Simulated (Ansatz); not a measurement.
Computed with PBE (plane waves to 420 eV, PAW; Ansatz, an electronic-structure program).

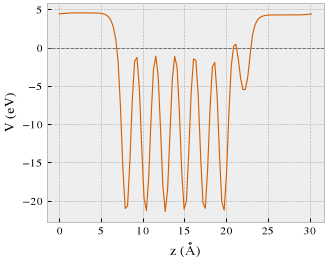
Electrostatic potential energy of an electron, averaged over planes parallel to the surface, in eV from the Fermi level, for a constructed model of the (110) surface of bcc Nb, a cell of two sites (a+b, b-a) layer of In, one a cell, on the site that continues the host's stacking (bottom of the slab: a bare face, its two planes held)

Model: 13-atom slab, 14.4 Å thick at the start, 11x8x1 mesh, Fermi-Dirac 0.1 eV, dipole correction, 4 atoms held, the rest relaxed; held to the start's symmetry, so lower structures may exist; no spin, no spin-orbit, no U. It is one candidate, not shown to be the stable structure of the face.

The vacuum level lies 4.27 eV above the Fermi level over the top face and 4.53 eV above it under the bottom face.
